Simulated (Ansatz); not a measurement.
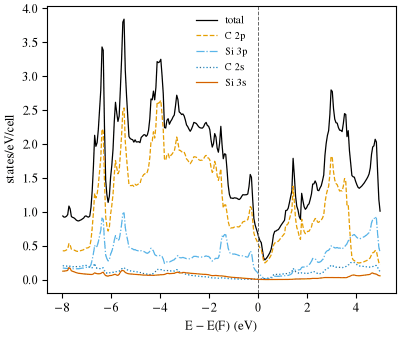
*Total and projected density of states of SiC$_{2}$ in space group P4_2/mmc (No. 131; Si on 2e, C on 4i), PBE (plane waves, PAW; program Ansatz)*

**Question.** Which orbitals carry the states next to the Fermi level?

**Answer.** Within 0.5 eV of the Fermi level: C 2p 75 %, Si 3p 20 %. Projections are on Löwdin-orthogonalised atomic valence shells; empty p or d shells of many metals are not among them.

**Question.** Where is the tallest occupied peak in this window, and what makes it?

**Answer.** Near -5.4 eV, about 3.8 states/eV per cell; the largest projected share is C 2p.

The start of the workflow was typed in or built on a structure type; neither database checked (COD, Materials Project) lists it. Whether it is the stable phase at ambient conditions was not checked. The cell was relaxed with PBE under the symmetry of its start; whether a distortion lowers the energy is not shown. Its formation energy is positive at this level, so the cell may be metastable or incomplete.

Potentials: the later of the program's two PAW sets.
